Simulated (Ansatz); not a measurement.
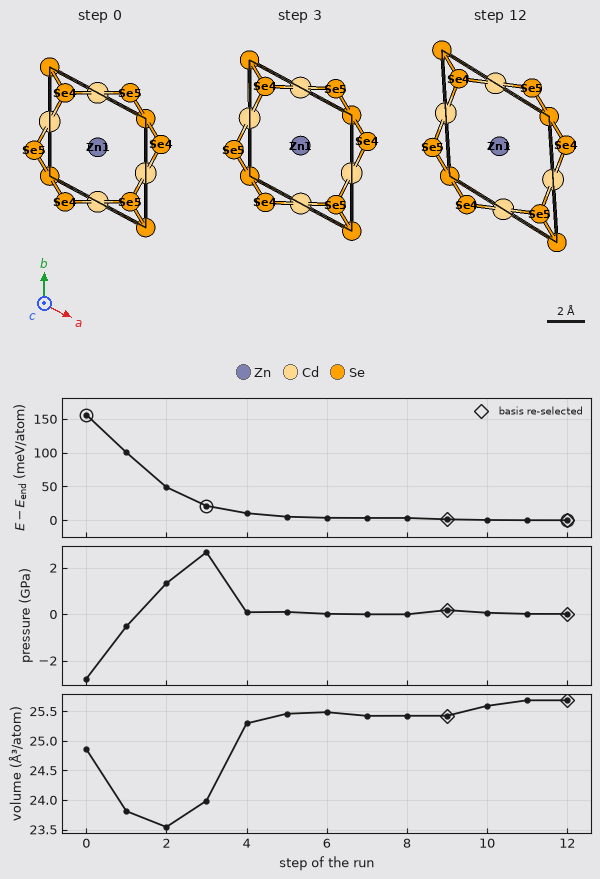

Frames of a relaxation of a crystal of ZnCd$_{2}$Se$_{3}$ (built on the CeAl2Cu3-65 type type), marked on the history of the run. The picture is a ball-and-stick view of the cell of the calculation, seen along the c axis.

Level of theory: Ansatz 0.2.0, DFT, PBEsol, plane waves, PAW.

The input:
```yaml
crystal:
  lattice:
    - [3.05537128, -5.10971975, 0.0]
    - [3.05537128, 5.10971975, 0.0]
    - [0.0, 0.0, 4.77747301]
  atoms:
    - { symbol: Zn, position: [0.5, 0.5, 0.0] }
    - { symbol: Cd, position: [0.0, 0.5, 0.5] }
    - { symbol: Cd, position: [0.5, 0.0, 0.5] }
    - { symbol: Se, position: [0.16106691, 0.83893309, 0.0] }
    - { symbol: Se, position: [0.83893309, 0.16106691, 0.0] }
    - { symbol: Se, position: [0.0, 0.0, 0.5] }
kpoints:
  mp_grid: { grid: [4, 4, 4] }
hamiltonian:
  xc: pbesol
scf:
  occupations: { method: fermi_dirac, width: 0.03 }
relax:
  f_tol: 0.01
  cell: {}
  max_steps: 120
```

Run as
```bash
ansatz run input.yaml --threads 2 --pin off --max-ram 2211MiB --backend cpu --events-out ev --progress --plain --runs-dir out
```

### Describe the path.

Over 10 accepted moves (12 points after the start) the energy falls by 156 meV per atom. The largest force component goes from 0.03 to 0.0041 eV/Å. The pressure goes from −2.78 to 0.01 GPa. At 2 points the geometry stayed and the basis and grid were re-selected for the new cell (energy shift of 2.0 meV per atom at most each time). The largest moves relative to the cell, 0.16 Å, are those of Se4 and Se5. Se5 goes along [1 −1 0]. Cd and Zn stay in place. The volume changes by +3.3 %, with a = b 5.954 → 6.893 Å (+15.8 %), c 4.777 → 3.975 Å (−16.8 %), γ 118.2° → 125.3°. Near-neighbour distances that change, for instance: Cd2–Se6 2.977 → 3.447 Å, Se4–Se5 3.292 → 3.634 Å, Se4–Se6 2.901 → 2.693 Å, Cd2–Se4 2.978 → 2.829 Å. Among the angles between lasting bonds that change: Se4–Cd3–Se5 73.3° → 90.7°, Cd2–Se4–Cd2 106.7° → 89.3°, Se4–Cd3–Se4 106.7° → 89.3°. The space group stays Cmmm (No. 65). Cost: 2.6 min on 2 threads of Arm Neoverse N1, with other jobs on the host, peak memory 0.54 GiB. From step 0 to 3: Se atoms move most (0.07 Å), volume −3.5 %, energy −135 meV per atom. From step 3 to 12: Se atoms move most (0.07 Å), volume +7.1 %, energy −21.3 meV per atom.

```
step  E − E(0), meV/atom  largest force component, eV/Å  pressure, GPa  volume, Å³/atom                      note
   0                0.00                         0.0295          -2.78           24.862                          
   1              -55.96                         0.0496          -0.53           23.812                          
   2             -107.45                         0.1510           1.33           23.543                          
   3             -135.19                         0.2313           2.67           23.988                          
   4             -146.04                         0.2219           0.09           25.295                          
   5             -151.26                         0.0805           0.10           25.459                          
   6             -152.91                         0.0378           0.02           25.486                          
   7             -153.11                         0.0158           0.00           25.424                          
   8             -153.12                         0.0037           0.00           25.425                          
   9             -155.14                         0.0037           0.18           25.425  same geometry, new basis
  10             -156.13                         0.0045           0.06           25.592                          
  11             -156.43                         0.0041           0.02           25.687                          
  12             -156.46                         0.0041           0.01           25.687  same geometry, new basis
```
